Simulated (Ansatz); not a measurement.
# HfTaN2 from HfN and TaN: reaction energy

A script is to give a reaction energy; the system is HfTaN2 from HfN and TaN.

Computed with Ansatz 0.2.0, driven from Python. Level of theory: DFT PBEsol, plane waves, PAW.

## (1) The system

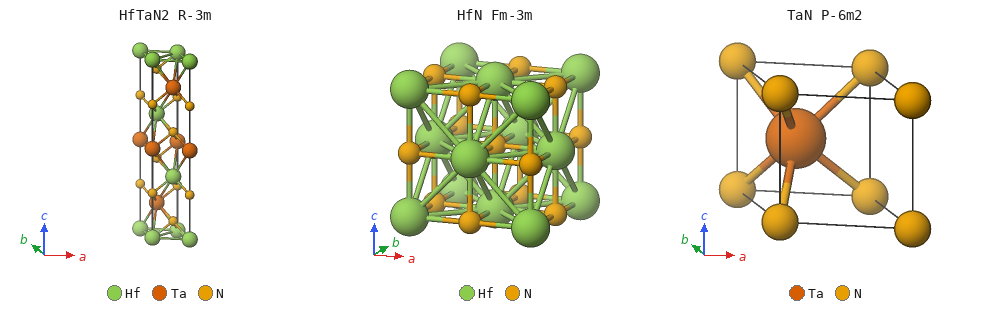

The starting structures, one conventional cell each, each at its own scale.

No structure file is read: the coordinates are typed or built in the script.

## (2) The script

File reaction.py:

```python
from collections import Counter
import warnings

import ansatz as az
import numpy as np

PHASES = {
    "HfTaN2 R-3m": (
        [(1.586316, 0.91586, 5.134389), (-1.586316, 0.91586, 5.134389), (0.0, -1.83172, 5.134389)],
        [
            ("Hf", (0.0, 0.0, 0.0)),
            ("Ta", (0.5, 0.5, 0.5)),
            ("N", (0.250298, 0.250298, 0.250298)),
            ("N", (0.749702, 0.749702, 0.749702)),
        ],
    ),
    "HfN Fm-3m": (
        [(0.0, 2.256, 2.256), (2.256, 0.0, 2.256), (2.256, 2.256, 0.0)],
        [
            ("Hf", (0.0, 0.0, 0.0)),
            ("N", (0.5, 0.5, 0.5)),
        ],
    ),
    "TaN P-6m2": (
        [(2.938, 0.0, 0.0), (-1.469, 2.544383, 0.0), (0.0, 0.0, 2.883)],
        [
            ("Ta", (1 / 3, 2 / 3, 0.5)),
            ("N", (0.0, 0.0, 0.0)),
        ],
    ),
}


def build(vectors, sites):
    crystal = az.Crystal(lattice=az.Lattice.of(vectors))
    for symbol, position in sites:
        crystal = crystal.atom(symbol, position)
    return crystal


def ground_state(name, crystal):
    calc = (
        crystal.calculation()
        .functional("pbesol")
        .basis(460)
        .kpoints(spacing=0.3)
        .occupations("fermi_dirac", width=0.05)
        .stress()
    )
    calc = calc.relax(force_tolerance=0.01, cell=True)
    return calc.run(threads=1, pin="off")


def counts(outcome):
    return Counter(site.symbol for site in outcome.lattice.sites)


def volume_per_atom(outcome):
    return abs(np.linalg.det(outcome.lattice.cell_ang)) / len(outcome.lattice.sites)


def main() -> None:
    warnings.simplefilter("ignore", az.DeckWarning)

    phases = {name: build(*cell) for name, cell in PHASES.items()}

    done = {name: ground_state(name, crystal) for name, crystal in phases.items()}

    elements = sorted(counts(done["HfTaN2 R-3m"]))
    matrix = np.array([[counts(done[name])[e] for name in ("HfN Fm-3m", "TaN P-6m2")] for e in elements], float)
    x = np.linalg.lstsq(matrix, [counts(done["HfTaN2 R-3m"])[e] for e in elements], rcond=None)[0]
    energy = done["HfTaN2 R-3m"].report["energy_sigma0_ev"] - sum(k * done[name].report["energy_sigma0_ev"] for k, name in zip(x, ("HfN Fm-3m", "TaN P-6m2")))
    n = len(done["HfTaN2 R-3m"].lattice.sites)
    before = sum(k * len(done[name].lattice.sites) * volume_per_atom(done[name]) for k, name in zip(x, ("HfN Fm-3m", "TaN P-6m2"))) / n
    print(f"{x[0]:.3f} cells of HfN Fm-3m + {x[1]:.3f} cells of TaN P-6m2 -> 1 cell of HfTaN2 R-3m")
    print(f"reaction energy {1000 * energy / n:+.1f} meV/atom ({96.4853 * energy / n:+.2f} kJ per mole of atoms)")
    print(f"volume per atom {before:.3f} -> {volume_per_atom(done['HfTaN2 R-3m']):.3f} A^3")


if __name__ == "__main__":
    main()
```

## (3) Launch

Run with:

```
python reaction.py
```

Standard output:

```text
1.000 cells of HfN Fm-3m + 1.000 cells of TaN P-6m2 -> 1 cell of HfTaN2 R-3m
reaction energy +122.7 meV/atom (+11.84 kJ per mole of atoms)
volume per atom 11.015 -> 10.896 A^3
```

It took 24 s on 1 thread of INTEL XEON PLATINUM 8581C at 2.30GHz (Emerald Rapids), shared host; peak memory 0.52 GiB.

Lines on the test bed's own set-up are left out of the output.

## (4) The runs side by side

From the records of these 3 runs:

| run | system | space group at the end | energy (eV/atom) | final volume (Å³/atom) | pressure (GPa) | SCF cycles in all | CPU time (s) |
| --- | --- | --- | --- | --- | --- | --- | --- |
| 1 | HfTaN2 (4 atoms) | R-3m | -6541.8545 | 10.90 | -0.02 | 38 | 15 |
| 2 | HfN (2 atoms) | Fm-3m | -7990.1300 | 11.40 | -0.02 | 23 | 2.4 |
| 3 | TaN (2 atoms) | P-6m2 | -5093.8245 | 10.63 | -0.02 | 32 | 5.7 |

Energies are extrapolated to zero smearing width, as in the script. Totals carry meaning only in balanced differences at one level of theory.

## (5) The relaxation of run 1, step by step

Relaxation path:

```csv
step,E - E(step 1) (eV/cell),largest force component (eV/Å),pressure (GPa),volume (Å³)
1,0.0000,0.2940,-7.93,44.76
2,-0.0274,0.0558,4.45,43.00
3,-0.0393,0.0898,0.23,43.55
4,-0.0398,0.0518,0.01,43.58
5,-0.0399,0.0015,0.01,43.58
6,-0.0393,0.0016,-0.02,43.58
```

Step 1 is the start. Step 6 repeats the geometry before it on a plane-wave basis chosen anew for that cell, so its energy need not be comparable with the rows above.

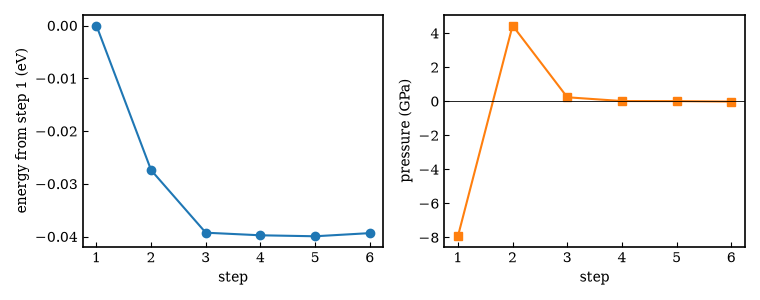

Energy and pressure along the relaxation.

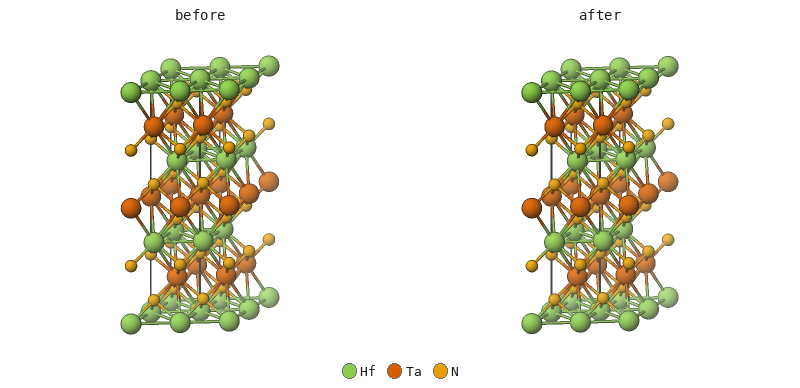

The structure before (left) and after (right) the relaxation, drawn at the same scale. The change is too small to see at this scale.

Lengths and angles in the start's conventional setting:

|  | before | after | change |
| --- | --- | --- | --- |
| a (Å) | 3.173 | 3.134 | -1.2 % |
| b (Å) | 3.173 | 3.134 | -1.2 % |
| c (Å) | 15.403 | 15.373 | -0.2 % |
| volume (Å³/atom) | 11.19 | 10.90 | -2.6 % |
| shortest distance (Å) | 2.234 | 2.207 | -1.2 % |
| space group (0.01 Å) | R-3m | R-3m | same |

The run keeps the 12 symmetry operations of the start, so it could not have lowered the symmetry.

## (6) The relaxation of run 2, step by step

Step by step:

| step | energy from step 1 (eV/cell) | largest force component (eV/Å) | pressure (GPa) | volume (Å³) |
| --- | --- | --- | --- | --- |
| 1 | 0.0000 | 0.0000 | -1.98 | 22.96 |
| 2 | -0.0009 | 0.0000 | 1.04 | 22.72 |
| 3 | -0.0011 | 0.0000 | -0.01 | 22.80 |
| 4 | -0.0010 | 0.0000 | -0.02 | 22.80 |

Step 1 is the start. Step 4 repeats the geometry before it on a plane-wave basis chosen anew for that cell, so its energy need not be comparable with the rows above.

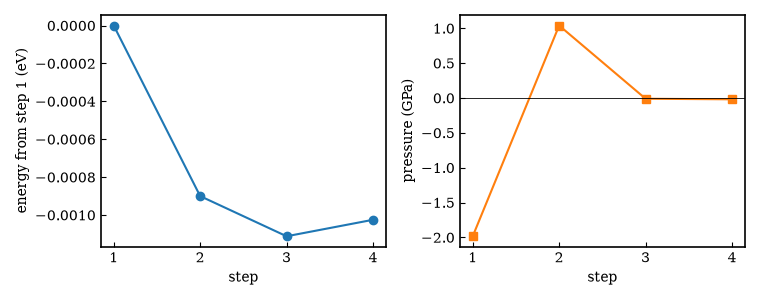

Energy and pressure along the relaxation.

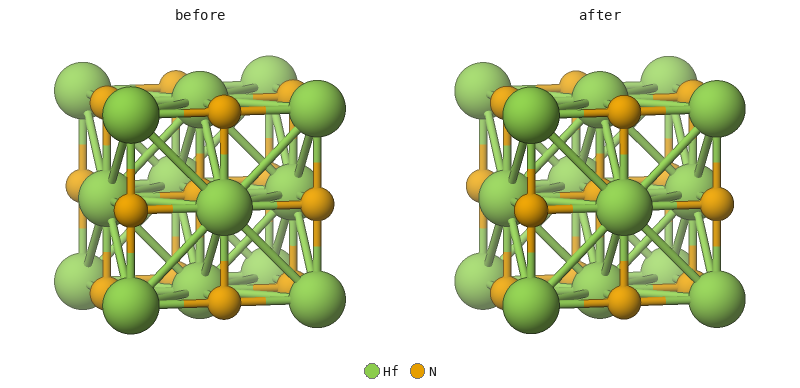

The structure before (left) and after (right) the relaxation, drawn at the same scale. The change is too small to see at this scale.

Lengths and angles in the start's conventional setting:

|  | before | after | change |
| --- | --- | --- | --- |
| a (Å) | 4.512 | 4.501 | -0.2 % |
| b (Å) | 4.512 | 4.501 | -0.2 % |
| c (Å) | 4.512 | 4.501 | -0.2 % |
| volume (Å³/atom) | 11.48 | 11.40 | -0.7 % |
| shortest distance (Å) | 2.256 | 2.251 | -0.2 % |
| space group (0.01 Å) | Fm-3m | Fm-3m | same |

The run keeps the 48 symmetry operations of the start, so it could not have lowered the symmetry.

## (7) What came out

| quantity | value |
| --- | --- |
| reaction energy | +122.7 meV/atom |
| runs compared | 3 |
| energy against the phases it is made from | +123 meV/atom |

**Reading.** The reaction energy is +122.7 meV an atom, so the product lies above the reactants. The volume per atom goes from 11.015 to 10.896 Å³ (-1.1 %). In run 1, over 4 moves the cell shrank by 2.6 % in volume, and the space group stayed R-3m. In run 2, over 2 moves the cell shrank by 0.7 % in volume, and the space group stayed Fm-3m. Notes:
- No spin polarisation was allowed.
- For the metals among these cells the mesh is coarse, so their volumes and pressures are rough.
- Spin-orbit coupling, which matters for elements this heavy, is left out.
- The reactants and the product are the structures named, not necessarily the lowest of each compound, so sign and change of volume hang on that choice. A semilocal functional's error on such energies is often 0.05 to 0.1 eV an atom, and 0.1 to 0.3 eV against gases such as O2 or F2. Whether this is the phase that is stable at ambient conditions was not tested.
